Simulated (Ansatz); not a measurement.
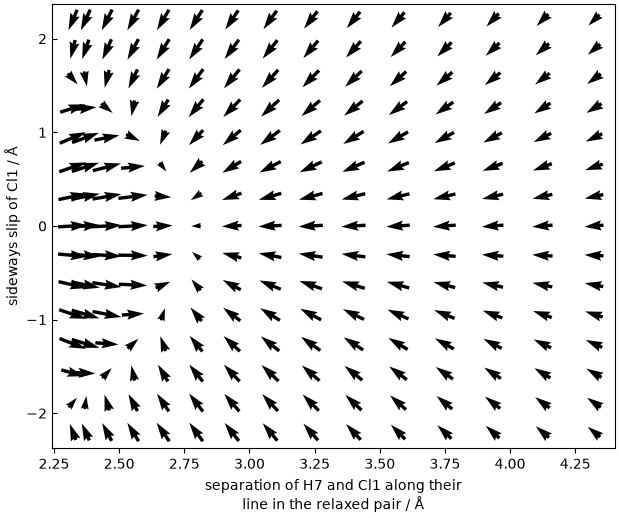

The pair Cl···C₂H₄, charge −1. First axis: separation of H7 and Cl1 along their line in the relaxed pair. Second axis: sideways slip of Cl1. Nothing is relaxed (both partners rigid). Grid: 15 × 15 points. Points are written as (first, second). Computed with RHF/def2-SVPD in Ansatz.

The picture shows arrows along the force (downhill), their lengths compressed.

### The arrows alone are given. Where is the energy lowest?

The arrows converge at about (2.764 Å, 0.001 Å) (read from the interpolated surface).

The energy map of the same scan:

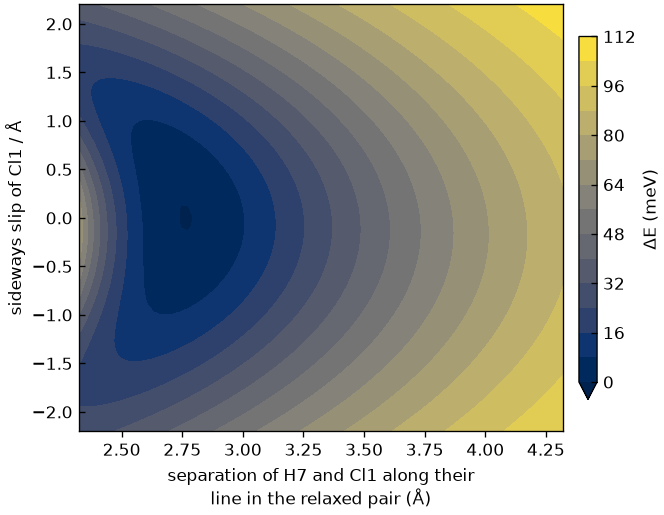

Energies are in meV, from the lowest grid point; between grid points the surface is interpolated.
